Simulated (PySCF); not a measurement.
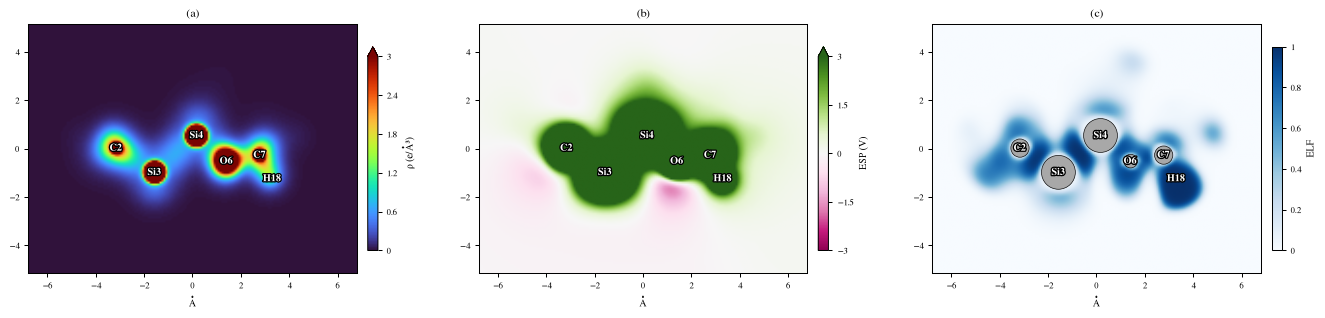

The picture shows: C$_{4}$H$_{14}$OSi$_{3}$. (a) total electron density; (b) molecular electrostatic potential; (c) electron localisation function on the plane of atoms Si3, Si4 and O6. Grey discs cover the atomic cores in the ELF map.

Geometry: GFN2-xTB.

The calculation used PBE0/pcSseg-1, SCF density, gas phase, non-relativistic (PySCF).

```yaml
atoms:
  - { symbol: C, position_ang: [4.1281, -0.0124, 0.5155] }
  - { symbol: C, position_ang: [3.1095, 0.8181, 0.6654] }
  - { symbol: Si, position_ang: [1.7592, 1.1227, -0.6090] }
  - { symbol: Si, position_ang: [-0.1724, 0.1791, 0.2410] }
  - { symbol: Si, position_ang: [-0.2157, -2.0608, 0.8553] }
  - { symbol: O, position_ang: [-1.1549, 0.4555, -1.0348] }
  - { symbol: C, position_ang: [-2.4681, 0.0354, -1.2426] }
  - { symbol: C, position_ang: [-3.4545, 0.7311, -0.3172] }
  - { symbol: H, position_ang: [4.2636, -0.5730, -0.3950] }
  - { symbol: H, position_ang: [4.8750, -0.1741, 1.2788] }
  - { symbol: H, position_ang: [3.0292, 1.3559, 1.6033] }
  - { symbol: H, position_ang: [2.2243, 0.5478, -1.8818] }
  - { symbol: H, position_ang: [1.7199, 2.5801, -0.8296] }
  - { symbol: H, position_ang: [-0.6882, 0.9504, 1.4053] }
  - { symbol: H, position_ang: [0.9730, -2.4176, 1.6345] }
  - { symbol: H, position_ang: [-1.3746, -2.4657, 1.6672] }
  - { symbol: H, position_ang: [-0.2455, -2.9711, -0.2985] }
  - { symbol: H, position_ang: [-2.7080, 0.2624, -2.2873] }
  - { symbol: H, position_ang: [-2.5310, -1.0521, -1.0998] }
  - { symbol: H, position_ang: [-4.4699, 0.4367, -0.5674] }
  - { symbol: H, position_ang: [-3.2499, 0.4618, 0.7158] }
  - { symbol: H, position_ang: [-3.3594, 1.8090, -0.4206] }
```

> Read the bonding off the picture.

The plane passes through C, Si, O and H nuclei. C–O (1.39 Å): ρ is about 2.1 e/Å³ halfway, with its minimum of 1.8 e/Å³ about 0.5 Å from C; the ELF peaks at about 0.90 between the atoms: a shared but strongly polarised pair. Si–O (1.63 Å): the density is about 1.1 e/Å³ at the midpoint; the ELF peaks at about 0.85 between the atoms (a polar covalent bond). C–Si (1.88 Å): the density is about 0.93 e/Å³ at the midpoint; the ELF peaks at about 0.95 between the atoms, as expected for localised, covalent bonding. Si–Si (2.31 Å): ρ at the midpoint is about 0.68 e/Å³; the ELF peaks at about 1 between the atoms; localised, covalent bonding. C–H (1.10 Å): the density is about 2 e/Å³ at the midpoint; the ELF climbs to about 1 towards the hydrogen, as it does in any bond to H: an ordinary covalent bond to hydrogen. The ELF also peaks beside O6, away from the bonds: lone-pair regions. Outside the dense part of the molecule the potential is most negative (−1.6 V) near O6.
